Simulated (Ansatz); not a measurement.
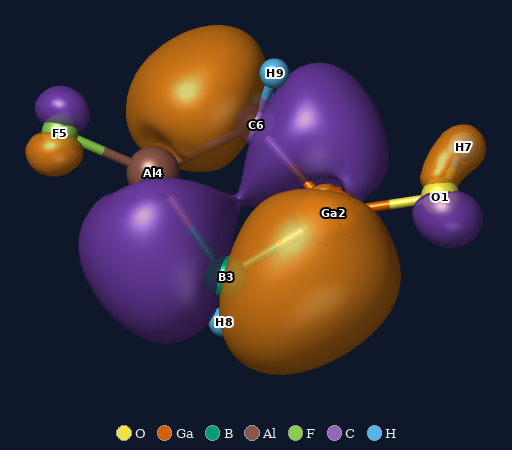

Figure. CH₄AlBFGaO (SMILES [OH][Ga]1[BH][Al]([F])[CH2]1). The HOMO at ±0.06 Å⁻³ᐟ² (orange and purple are the two phases), seen across its widest extent.

Geometry: PBE0-D4/def2-TZVP.

Level of theory: RKS PBE0-D4/def2-TZVPP (Ansatz).

The calculation's input:

```
crystal:
  periodic: [false, false, false]
  atoms:
    - {symbol: O, position_ang: [-2.617750, -0.872137, 0.726074]}
    - {symbol: Ga, position_ang: [-0.940931, -0.775937, 0.145934]}
    - {symbol: B, position_ang: [0.648036, -1.424013, -0.886449]}
    - {symbol: Al, position_ang: [1.432863, 0.450630, -1.119596]}
    - {symbol: F, position_ang: [2.428670, 1.399042, -2.028681]}
    - {symbol: C, position_ang: [0.319748, 0.847008, 0.435231]}
    - {symbol: H, position_ang: [-2.848979, -0.173694, 1.342691]}
    - {symbol: H, position_ang: [1.312433, -2.133521, -0.169551]}
    - {symbol: H, position_ang: [-0.420442, 1.602936, 0.121650]}
    - {symbol: H, position_ang: [0.686342, 1.079696, 1.432696]}
basis:
  gaussian: {orbitals: def2-TZVPP}
hamiltonian: {xc: pbe0, dispersion: d4}
output: {orbitals: {seedname: orbitals}}
```

Run with:

```sh
ansatz run in.yaml --threads 4 --pin off --events-out ev --progress --plain --max-ram 10444MiB
```

> Where does this orbital lie, and at what energy?

By Hirshfeld shares it lies mainly on B3 (about 30 %), C6 (about 25 %), Ga2 (about 20 %) and Al4 (about 15 %). Its energy is −6.55 eV.
